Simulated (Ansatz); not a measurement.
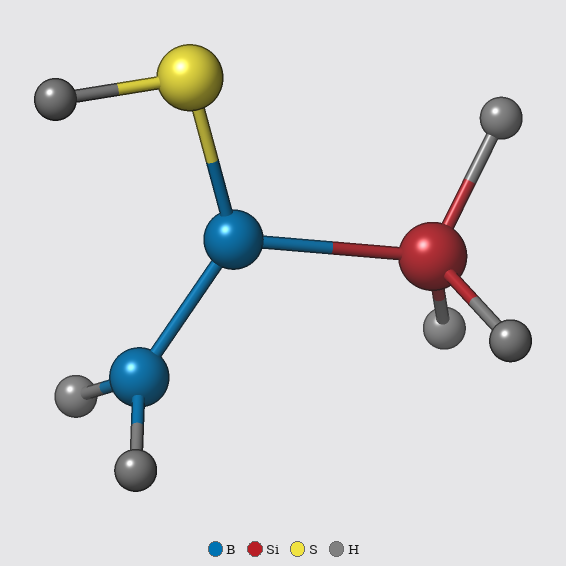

The geometry was computed by an optimisation with PBE-D4/def2-SVP. No frequency run is at hand to confirm it as a minimum.

Give the structural formula.

SMILES: BB([SiH3])S

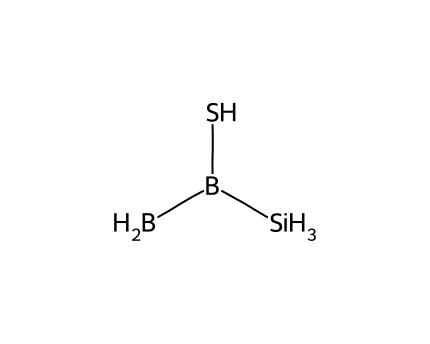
